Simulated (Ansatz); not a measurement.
# Geometry relaxation of CH₆BClOSi (part 1 of 2)

The run: geometry relaxation of CH₆BClOSi, SMILES BC(O)([SiH3])Cl. Method and program: RKS PBE-D4/def2-SVP (Ansatz 0.2.0).

The geometry: force-field start. Figures and captions count atoms from 1; the log counts them from 0 in places.

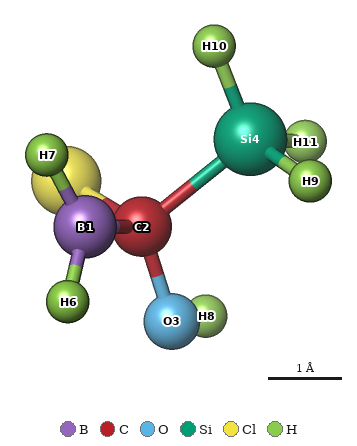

Fig. 1: The input geometry (ball-and-stick view, seen at a tilt; atoms are numbered from 1 in the order of the input).

**Key numbers**

| quantity | value |
| --- | --- |
| outcome | converged |
| total energy | −24234.4787 eV |
| mean-field energy | −24234.2026 eV |
| dispersion energy | −0.2761 eV |
| SCF solution under orbital rotations | stable |
| largest force (length of the vector) at the end | 0.028 eV/Å |
| dipole moment | 4.06 D |
| hardware | 4 threads of Arm Neoverse V2, 23 GiB of memory available, shared host |
| wall time | 21 s (CPU time 73 s) |
| peak memory | 0.19 GiB |

**Input**
```yaml
crystal:
  periodic: [false, false, false]
  atoms:
    - {symbol: B, position_ang: [-0.374200, 1.511700, 0.273500]}
    - {symbol: C, position_ang: [-0.578500, 0.012600, -0.094200]}
    - {symbol: O, position_ang: [-1.372000, -0.609000, 0.887500]}
    - {symbol: Si, position_ang: [1.207400, -0.744600, -0.188400]}
    - {symbol: Cl, position_ang: [-1.378200, -0.134700, -1.697500]}
    - {symbol: H, position_ang: [-0.916100, 2.013300, 1.239600]}
    - {symbol: H, position_ang: [0.204100, 2.278800, -0.454700]}
    - {symbol: H, position_ang: [-1.463900, -1.525700, 0.595000]}
    - {symbol: H, position_ang: [1.807900, -0.606300, 1.159400]}
    - {symbol: H, position_ang: [1.930400, -0.073600, -1.194900]}
    - {symbol: H, position_ang: [0.998600, -2.179700, -0.504900]}
basis:
  gaussian: {orbitals: def2-SVP}
hamiltonian: {xc: pbe, dispersion: d4}
relax: {f_tol: 0.03, max_steps: 200}
```

Command:
```bash
ansatz run in.yaml --threads 4 --pin off --events-out ev --progress --plain --max-ram 10444MiB
```

**Output**
```
Functional definition: PBE
  name "PBE"
  cite "Perdew, Burke & Ernzerhof, Phys. Rev. Lett. 77, 3865 (1996) doi:10.1103/PhysRevLett.77.3865"
  parent pbe
  parameter kappa = 0.804
  parameter beta = 0.06672455060314922
  exchange = pbe_x(kappa = kappa, mu = beta*pi^2/3)
  correlation = pbe_c(beta = beta)
1194 factors; their error is unknown
mean field evaluation 1: about -24227.3490 eV, gradient 5.1e1 eV
mean field evaluation 2: about -24204.4753 eV, gradient 1.1e2 eV
mean field evaluation 4: about -24233.1648 eV, gradient 1.1e1 eV
mean field evaluation 8: about -24233.4474 eV, gradient 1.4e-1 eV
mean field evaluation 16: about -24233.3785 eV, gradient 1.8e-4 eV
mean field -24233.37847001 eV, -890.5602327991 hartree, gradient 2.2e-5 eV, S^2 0.000000; 0 other end points of the search recorded, 0 dependent functions left out
the calculation of the forces begins
reference -24233.37850628 eV, -890.5602341317 hartree; 28, 28 occupied and 80, 80 virtual orbitals, 1194 factors
relax step   1: F+E_penalty+E_count = -24233.65253568 eV  Δ(F+E_penalty+E_count) = +0.000e0 eV  max|allowed force component| = 1.395e0 eV/Å  Δτ_max = 0.0000 Å  (28 SCF iters, accepted)
these checks for a lower state are left out or cut short: starts, cluster_reference, orbital_swaps, neighbouring_geometries, increment
1194 factors; their error is unknown
mean field -24233.52719661 eV, -890.5656984006 hartree, gradient 2.2e-5 eV, S^2 0.000000; 0 other end points of the search recorded, 0 dependent functions left out
[... from here on the field's lines of each further geometry are left out, up to the last ...]
relax step   2: F+E_penalty+E_count = -24233.80026400 eV  Δ(F+E_penalty+E_count) = -1.477e-1 eV  max|allowed force component| = 9.615e-1 eV/Å  Δτ_max = 0.1557 Å  (29 SCF iters, accepted)
relax step   3: F+E_penalty+E_count = -24233.89317237 eV  Δ(F+E_penalty+E_count) = -9.291e-2 eV  max|allowed force component| = 7.021e-1 eV/Å  Δτ_max = 0.0668 Å  (29 SCF iters, accepted)
relax step   4: F+E_penalty+E_count = -24233.82823651 eV  Δ(F+E_penalty+E_count) = +6.494e-2 eV  max|allowed force component| = 1.484e0 eV/Å  Δτ_max = 0.1999 Å  (34 SCF iters, rejected (line search))
relax step   5: F+E_penalty+E_count = -24233.92148714 eV  Δ(F+E_penalty+E_count) = -2.831e-2 eV  max|allowed force component| = 1.545e-1 eV/Å  Δτ_max = 0.0953 Å  (30 SCF iters, accepted)
relax step   6: F+E_penalty+E_count = -24233.93399967 eV  Δ(F+E_penalty+E_count) = -1.251e-2 eV  max|allowed force component| = 1.240e-1 eV/Å  Δτ_max = 0.0999 Å  (30 SCF iters, accepted)
relax step   7: F+E_penalty+E_count = -24233.96513891 eV  Δ(F+E_penalty+E_count) = -3.114e-2 eV  max|allowed force component| = 2.373e-1 eV/Å  Δτ_max = 0.1469 Å  (30 SCF iters, accepted)
relax step   8: F+E_penalty+E_count = -24234.02471775 eV  Δ(F+E_penalty+E_count) = -5.958e-2 eV  max|allowed force component| = 5.264e-1 eV/Å  Δτ_max = 0.1953 Å  (30 SCF iters, accepted)
relax step   9: F+E_penalty+E_count = -24234.14085591 eV  Δ(F+E_penalty+E_count) = -1.161e-1 eV  max|allowed force component| = 7.054e-1 eV/Å  Δτ_max = 0.1953 Å  (30 SCF iters, accepted)
relax step  10: F+E_penalty+E_count = -24234.32650477 eV  Δ(F+E_penalty+E_count) = -1.856e-1 eV  max|allowed force component| = 5.706e-1 eV/Å  Δτ_max = 0.1987 Å  (36 SCF iters, accepted)
relax step  11: F+E_penalty+E_count = -24234.41916772 eV  Δ(F+E_penalty+E_count) = -9.266e-2 eV  max|allowed force component| = 4.864e-1 eV/Å  Δτ_max = 0.1961 Å  (37 SCF iters, accepted)
relax step  12: F+E_penalty+E_count = -24234.44936580 eV  Δ(F+E_penalty+E_count) = -3.020e-2 eV  max|allowed force component| = 7.714e-1 eV/Å  Δτ_max = 0.2000 Å  (31 SCF iters, accepted)
relax step  13: F+E_penalty+E_count = -24234.46373810 eV  Δ(F+E_penalty+E_count) = -1.437e-2 eV  max|allowed force component| = 2.363e-1 eV/Å  Δτ_max = 0.0847 Å  (29 SCF iters, accepted)
relax step  14: F+E_penalty+E_count = -24234.45097890 eV  Δ(F+E_penalty+E_count) = +1.276e-2 eV  max|allowed force component| = 3.590e-1 eV/Å  Δτ_max = 0.1400 Å  (30 SCF iters, rejected (line search))
relax step  15: F+E_penalty+E_count = -24234.47647988 eV  Δ(F+E_penalty+E_count) = -1.274e-2 eV  max|allowed force component| = 8.255e-2 eV/Å  Δτ_max = 0.0498 Å  (30 SCF iters, accepted)
relax step  16: F+E_penalty+E_count = -24234.47800943 eV  Δ(F+E_penalty+E_count) = -1.530e-3 eV  max|allowed force component| = 6.056e-2 eV/Å  Δτ_max = 0.0611 Å  (31 SCF iters, accepted)
the calculation of the forces begins
reference -24234.20261405 eV, -890.5905195340 hartree; 28, 28 occupied and 80, 80 virtual orbitals, 1194 factors
relax step  17: F+E_penalty+E_count = -24234.47867981 eV  Δ(F+E_penalty+E_count) = -6.704e-4 eV  max|allowed force component| = 2.749e-2 eV/Å  Δτ_max = 0.0321 Å  (31 SCF iters, accepted)
```

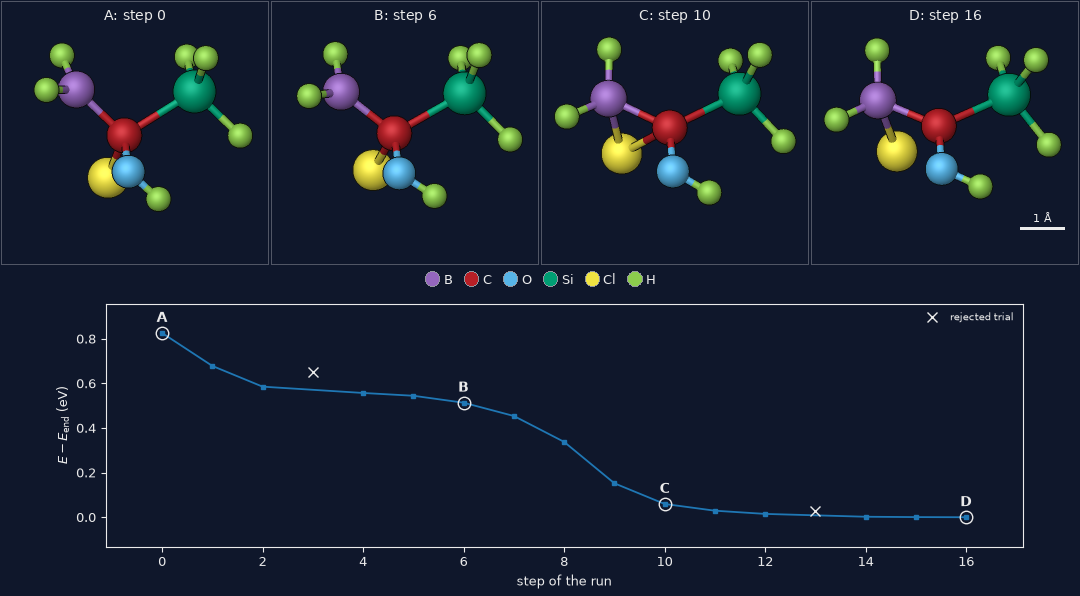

Fig. 2: Frames of the relaxation (ball-and-stick view, seen at a tilt) above the curves, on which the letters mark them (the first geometry is step 0 here and step 1 in the log).

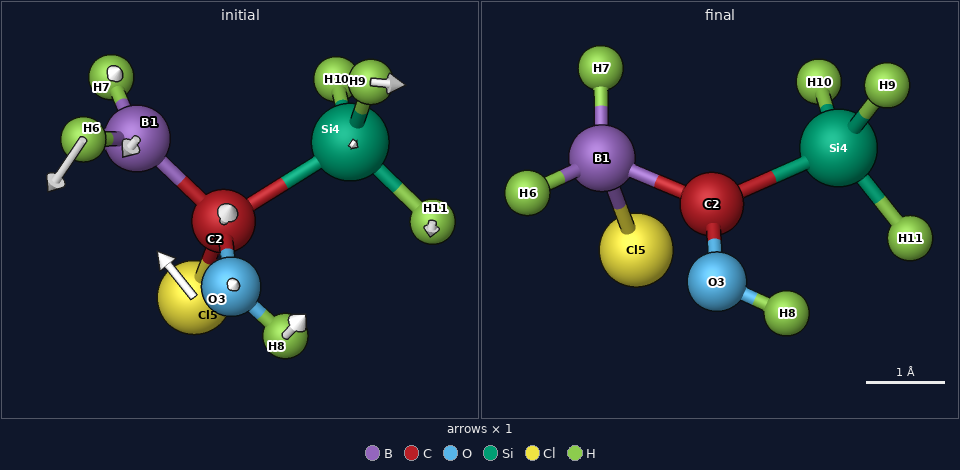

Fig. 3: Before (left) and after (right) the relaxation, at one scale (ball-and-stick view, seen at a tilt). The white arrows give the displacements, at true length. The atom that moves furthest after the best rigid fit is H6 (1.03 Å). Largest moves by element: H 1.03 Å, Cl 0.78 Å, C 0.48 Å, B 0.39 Å, O 0.19 Å, Si 0.13 Å. Distances before and after: B1–Cl5 2.757 → 2.001 Å, C2–Cl5 1.798 → 2.251 Å, C2–O3 1.407 → 1.324 Å, Si4–H10 1.409 → 1.492 Å. New bonds form: B1–Cl5 (2.76 → 2.00 Å). Among the angles that change: B1–C2–Si4 105.4° → 121.7°, B1–C2–O3 109.5° → 119.2°, O3–C2–Si4 112.3° → 119.1°. After 16 geometry steps the energy has fallen by 0.826 eV. The largest force component goes from 1.4 to 0.027 eV/Å. The line search rejected the trial steps at points 3, 13 (counted from 0) and went back. (Atoms are counted from 1 in the order of the input.)

```
1194 factors; their error is unknown
mean field -24234.20257775 eV, -890.5905181997 hartree, gradient 1.0e-5 eV, S^2 0.000000; 1 other end points of the search recorded, 0 dependent functions left out
the calculation of the forces begins
reference -24234.20261405 eV, -890.5905195340 hartree; 28, 28 occupied and 80, 80 virtual orbitals, 1194 factors
Total energy: -24234.47871611 eV, -890.6006660975 hartree
Atom 0 at    -0.656689     1.544209     0.028731 Å, force     0.011222    -0.003837    -0.006606 eV/Å
Atom 1 at    -0.396134     0.021091     0.354416 Å, force     0.001783     0.022636    -0.010350 eV/Å
Atom 2 at    -1.288150    -0.648176     1.068171 Å, force    -0.003641    -0.001405    -0.000862 eV/Å
Atom 3 at     1.204348    -0.874240    -0.218786 Å, force    -0.027491     0.001056    -0.005121 eV/Å
Atom 4 at    -1.165208     0.623797    -1.673384 Å, force     0.007219    -0.008870     0.008132 eV/Å
Atom 5 at    -1.639688     2.046539     0.539351 Å, force    -0.005146    -0.004401     0.007052 eV/Å
Atom 6 at     0.329329     2.229724    -0.181628 Å, force     0.005540     0.002591     0.001746 eV/Å
Atom 7 at    -1.118742    -1.615950     1.041480 Å, force    -0.002486    -0.011090     0.009875 eV/Å
Atom 8 at     2.063838    -1.014124     1.011996 Å, force    -0.006855    -0.001090    -0.006028 eV/Å
Atom 9 at     1.916985    -0.108549    -1.282980 Å, force     0.003196    -0.005227     0.001171 eV/Å
Atom 10 at     0.815611    -2.261520    -0.666966 Å, force     0.016658     0.009637     0.000990 eV/Å
Dipole moment:     0.242069    -0.775856     0.229613 e Å
```

**Trajectory as extended XYZ (Å, eV, eV/Å), 17 frames, from step=1 to step=17**
```
11
Properties=species:S:1:pos:R:3:forces:R:3 step=1 energy=-24233.65254
B    -0.3742    1.5117    0.2735   -0.7572   0.7193  -0.3598
C    -0.5785    0.0126   -0.0942    0.2715   0.1487   1.3065
O    -1.3720   -0.6090    0.8875    0.1857   0.1777   0.0389
Si    1.2074   -0.7446   -0.1884   -1.3949  -0.6294   0.9362
Cl   -1.3782   -0.1347   -1.6975   -0.1453   0.1713  -0.9403
H    -0.9161    2.0133    1.2396    0.1700  -0.2769   0.2062
H     0.2041    2.2788   -0.4547    0.3725  -0.1039  -0.1983
H    -1.4639   -1.5257    0.5950   -0.1429  -0.6717   0.0827
H     1.8079   -0.6063    1.1594    0.2742   0.0477   0.2951
H     1.9304   -0.0736   -1.1949    1.1253   0.8058  -1.3083
H     0.9986   -2.1797   -0.5049    0.0411  -0.3886  -0.0590
11
Properties=species:S:1:pos:R:3:forces:R:3 step=2 energy=-24233.80026
B    -0.5056    1.5723    0.2161    0.9615   0.1346   0.7629
C    -0.6180    0.0368   -0.0721   -0.0187   0.0173   0.9089
O    -1.4104   -0.6305    0.8850    0.2054  -0.0556  -0.4231
Si    1.1636   -0.7370   -0.1872   -0.3507  -0.0245   0.4148
Cl   -1.3171   -0.1034   -1.7486   -0.3553  -0.0149  -0.8095
H    -0.8674    2.0079    1.3162   -0.2013  -0.1078  -0.5551
H     0.2532    2.2631   -0.4613   -0.4837  -0.1580  -0.0995
H    -1.4135   -1.5791    0.6358   -0.0470   0.0406   0.1490
H     1.8258   -0.5959    1.1496    0.0760   0.0075   0.0794
H     1.9706   -0.0939   -1.2316    0.3100   0.2334  -0.4154
H     0.9843   -2.1976   -0.4814   -0.0962  -0.0724  -0.0126
11
Properties=species:S:1:pos:R:3:forces:R:3 step=3 energy=-24233.89317
B    -0.4517    1.5571    0.2524    0.0806   0.2162   0.1519
C    -0.6165    0.0323   -0.0630    0.0461  -0.0419   0.7021
O    -1.4141   -0.6438    0.8795    0.2180   0.0781  -0.4414
Si    1.1647   -0.7364   -0.1764   -0.1061  -0.0252   0.0049
Cl   -1.3256   -0.0633   -1.7703   -0.1071   0.0277  -0.2863
H    -0.8939    2.0135    1.3017    0.0423  -0.1013  -0.2541
H     0.2241    2.2616   -0.4879   -0.1908  -0.2008   0.0802
H    -1.4087   -1.5941    0.6393   -0.0167   0.0350   0.0930
H     1.8449   -0.5917    1.1573    0.0049   0.0061   0.0022
H     1.9825   -0.0923   -1.2481    0.0453   0.0156  -0.0625
H     0.9598   -2.2001   -0.4641   -0.0165  -0.0094   0.0100
11
Properties=species:S:1:pos:R:3:forces:R:3 step=4 energy=-24233.82824 accepted=F
B    -0.4684    1.5625    0.3127    0.0260   0.6023   0.0649
C    -0.5888    0.0611    0.0028    0.2933  -0.3674  -1.0835
O    -1.4712   -0.6646    0.7137   -0.6795  -0.3389   1.4836
Si    1.1589   -0.7442   -0.1594    0.1571   0.0195  -0.1541
Cl   -1.2274    0.0342   -1.8129    0.1469   0.2012  -0.3884
H    -0.8935    2.0120    1.3562   -0.0810   0.0070   0.0200
H     0.1411    2.2733   -0.4608    0.0466  -0.0740   0.0656
H    -1.3142   -1.6213    0.6105    0.0449  -0.0967  -0.1517
H     1.9268   -0.5090    1.1110    0.0731  -0.0058   0.0226
H     1.8993   -0.2360   -1.3594    0.0430   0.0229   0.1058
H     0.9029   -2.2252   -0.2937   -0.0705   0.0298   0.0151
```
